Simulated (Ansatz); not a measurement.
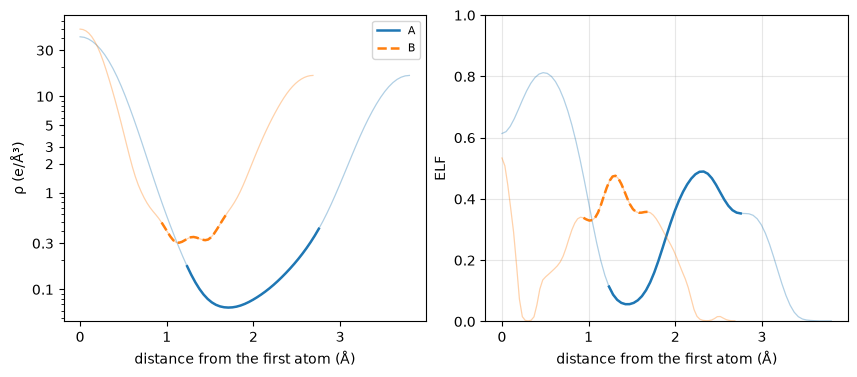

Figure. YbGaSn₃. Valence pseudo-density and ELF along straight lines between neighbouring atoms. Thin, pale parts lie inside the atomic spheres.

Space group Pm-3m; a structure generated by program, which may or may not match a known phase; computed without spin polarisation; no Hubbard U on the f states and no spin–orbit coupling.

Level of theory: DFT PBE, scalar-relativistic, plane waves, PAW (Ansatz 0.2.0).

In a PAW calculation such maps are meaningful between the atoms, not at the nuclei.

```xyz
5
Lattice="5.3732 0.0000 0.0000 0.0000 5.3732 0.0000 0.0000 0.0000 5.3732" Properties=species:S:1:pos:R:3 pbc="T T T"
Yb    0.0000    0.0000    0.0000
Ga    2.6866    2.6866    2.6866
Sn    0.0000    2.6866    2.6866
Sn    2.6866    0.0000    2.6866
Sn    2.6866    2.6866    0.0000
```

**Which curve belongs to which contact (Ga–Sn and Yb–Sn)? The first atom named is at distance zero.**

Curve A: Yb–Sn (3.80 Å): ρ is about 0.07 e/Å³ halfway; the ELF is about 0.30 at the midpoint and 0.05 at its lowest between the atoms: no localised pair shows between them. Curve B: Ga–Sn (2.69 Å): ρ is about 0.34 e/Å³ halfway, with its minimum of 0.3 e/Å³ about 1.1 Å from Ga; the ELF is about 0.45 at the midpoint.
